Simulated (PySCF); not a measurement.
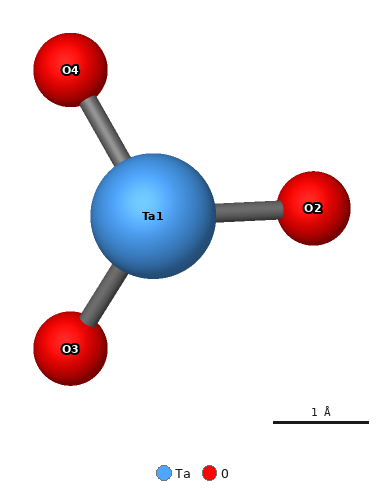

Figure 1. The input geometry (ball-and-stick view, seen at an oblique angle; atoms are numbered from 1 in the order of the input). Sticks mark near contacts.

**Single-point calculation, with input and output: TaO3 (charge −1)**

System: TaO3, charge −1.
Method: RHF/sbkjc, TDHF (PySCF 2.14.0).

**The program's output**
```
PySCF version 2.14.0

[INPUT] verbose = 4
[INPUT] num. atoms = 4
[INPUT] num. electrons = 32
[INPUT] charge = -1
[INPUT] spin (= nelec alpha-beta = 2S) = 0
[INPUT] symmetry False subgroup None
[INPUT] Mole.unit = angstrom
[INPUT] Symbol           X                Y                Z      unit          X                Y                Z       unit  Magmom
[INPUT]  1 Ta     0.000000000000   0.000000000000  -0.131400000000 AA    0.000000000000   0.000000000000  -0.248310012768 Bohr   0.0
[INPUT]  2 O      1.705700000000   0.000000000000   0.490800000000 AA    3.223305850671   0.000000000000   0.927477581937 Bohr   0.0
[INPUT]  3 O     -0.852900000000   1.477200000000   0.490800000000 AA   -1.611747411642   2.791503431208   0.927477581937 Bohr   0.0
[INPUT]  4 O     -0.852900000000  -1.477200000000   0.490800000000 AA   -1.611747411642  -2.791503431208   0.927477581937 Bohr   0.0

nuclear repulsion = 87.5438397551965
number of shells = 23
number of NR pGTOs = 101
number of NR cGTOs = 55
basis = sbkjc
ecp = {'Ta': 'sbkjc', 'O': 'sbkjc'}

******** <class 'pyscf.scf.hf.RHF'> ********
method = RHF
initial guess = minao
damping factor = 0
level_shift factor = 0
DIIS = <class 'pyscf.scf.diis.CDIIS'>
diis_start_cycle = 1
diis_space = 8
diis_damp = 0
SCF conv_tol = 1e-09
SCF conv_tol_grad = None
SCF max_cycles = 50
direct_scf = True
direct_scf_tol = 1e-13
Set gradient conv threshold to 3.16228e-05
Initial guess from minao.
init E= -101.664402935104
  HOMO = -0.0508318104061104  LUMO = 0.0404784783900141  gap/eV = 2.48468
cycle= 1 E= -103.944008930131  delta_E= -2.28  |g|= 0.983  |ddm|=  4.6
  HOMO = -0.288673874760479  LUMO = -0.0516331116355939  gap/eV = 6.45021
cycle= 2 E= -104.172640265669  delta_E= -0.229  |g|= 0.593  |ddm|=  2.2
  HOMO = -0.258051648706129  LUMO = 0.10094545280806  gap/eV = 9.76881
cycle= 3 E= -104.252096022851  delta_E= -0.0795  |g|= 0.287  |ddm|= 0.809
  HOMO = -0.212313717988275  LUMO = 0.0999926148605459  gap/eV = 8.49829
cycle= 4 E= -104.270855422408  delta_E= -0.0188  |g|= 0.0319  |ddm|= 0.224
  HOMO = -0.217314387451693  LUMO = 0.102128591474349  gap/eV = 8.69249
cycle= 5 E= -104.272089464208  delta_E= -0.00123  |g|= 0.0137  |ddm|= 0.101
  HOMO = -0.219728692038248  LUMO = 0.101959434492094  gap/eV = 8.75358
cycle= 6 E= -104.27244982841  delta_E= -0.00036  |g|= 0.00615  |ddm|= 0.0613
  HOMO = -0.221052949406253  LUMO = 0.102906713331799  gap/eV = 8.81539
cycle= 7 E= -104.272495756619  delta_E= -4.59e-05  |g|= 0.00146  |ddm|= 0.0258
  HOMO = -0.221315784898921  LUMO = 0.10298874778472  gap/eV = 8.82478
cycle= 8 E= -104.272498583296  delta_E= -2.83e-06  |g|= 0.000516  |ddm|= 0.00549
  HOMO = -0.221406598862164  LUMO = 0.102970961053035  gap/eV = 8.82676
cycle= 9 E= -104.272499125151  delta_E= -5.42e-07  |g|= 0.00019  |ddm|= 0.00218
  HOMO = -0.221412271136027  LUMO = 0.10299334031745  gap/eV = 8.82753
cycle= 10 E= -104.272499174303  delta_E= -4.92e-08  |g|= 0.00013  |ddm|= 0.000671
  HOMO = -0.221413568454221  LUMO = 0.102996682850016  gap/eV = 8.82765
cycle= 11 E= -104.272499181433  delta_E= -7.13e-09  |g|= 4.55e-05  |ddm|= 0.000187
  HOMO = -0.221417490289066  LUMO = 0.102991940762714  gap/eV = 8.82763
cycle= 12 E= -104.272499183217  delta_E= -1.78e-09  |g|= 1.37e-05  |ddm|= 0.000117
  HOMO = -0.221417617914732  LUMO = 0.102992445222829  gap/eV = 8.82765
cycle= 13 E= -104.272499183455  delta_E= -2.38e-10  |g|= 5.29e-06  |ddm|= 4.71e-05
  HOMO = -0.221416904765271  LUMO = 0.102991738592043  gap/eV = 8.82761
```

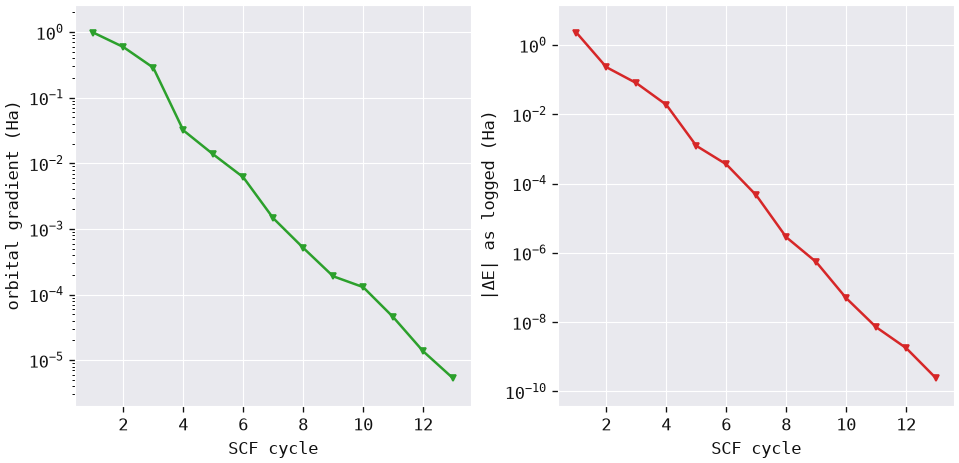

Figure 2. Convergence of the self-consistent field: orbital gradient and size of the energy change against the SCF cycle. The residual falls at every step.

```
Extra cycle  E= -104.272499183475  delta_E= -2.06e-11  |g|= 3.96e-06  |ddm|= 9.48e-06
converged SCF energy = -104.272499183475

******** <class 'pyscf.tdscf.rhf.TDHF'> for <class 'pyscf.scf.hf.RHF'> ********
nstates = 5 singlet
deg_eia_thresh = 1.000e-03
wfnsym = None
conv_tol = 1e-05
eigh lindep = 1e-12
eigh level_shift = 0
eigh max_cycle = 100

Excitation energies (eV)
[3.59971018 3.69712809 3.69729167 4.06539773 4.92666726]

** Singlet excitation energies and oscillator strengths **
Excited State   1:      3.59971 eV    344.43 nm  f=0.0000
Excited State   2:      3.69713 eV    335.35 nm  f=0.0181
Excited State   3:      3.69729 eV    335.34 nm  f=0.0181
Excited State   4:      4.06540 eV    304.97 nm  f=0.0101
Excited State   5:      4.92667 eV    251.66 nm  f=0.0000

WARN: System has nonzero charge -1; the dipole moment is origin-dependent.
Location of origin: [0. 0. 0.]

Dipole moment(X, Y, Z, Debye):  0.00058, -0.00000, -8.48097
orbital energies (hartree): [-0.2299 -0.2299 -0.2214  0.103   0.2173  0.2174]
```

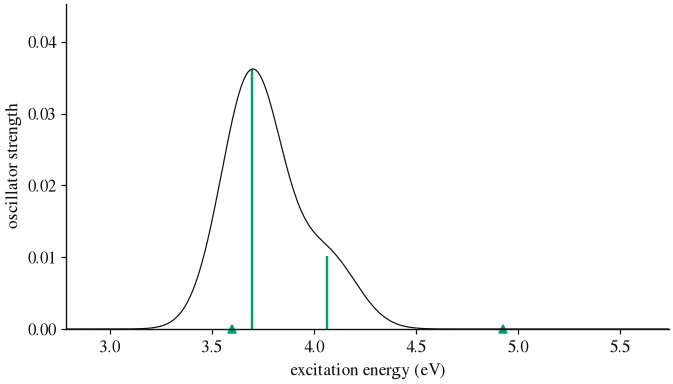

Figure 3. Computed excitations as sticks (degenerate states added up, dark ones marked on the axis), with a Gaussian envelope of 0.35 eV full width at half maximum, scaled to the tallest. Of the 5 states the lowest lies at 3.60 eV (f = 0.000); the strongest line is at 3.70 eV, or 335 nm (f = 0.036, summed over 2 states that lie within 0.004 eV).

This output came from the following input.

**The input**
```python
from pyscf import gto, scf, tdscf

mol = gto.M(
    atom='Ta 0 0 -0.1314; O 1.7057 0 0.4908; O -0.8529 1.4772 0.4908; O -0.8529 -1.4772 0.4908',
    basis='sbkjc',
    ecp={'Ta': 'sbkjc', 'O': 'sbkjc'},
    charge=-1,
    spin=0,
    verbose=4,
)
mf = scf.RHF(mol)
mf.kernel()
td = tdscf.TDHF(mf)
td.nstates = 5
td.kernel()
td.analyze(verbose=3)
mf.dip_moment()
print('orbital energies (hartree):', mf.mo_energy[..., max(0, mol.nelec[1]-3):mol.nelec[0]+3].round(4))
```

Launched with:
```bash
OMP_NUM_THREADS=1 python input.py
```

**Results in brief**

```csv
quantity,value
outcome,converged
SCF energy,−104.272499 hartree
hardware,"1 CPU thread, shared host"
wall time,13 s
```
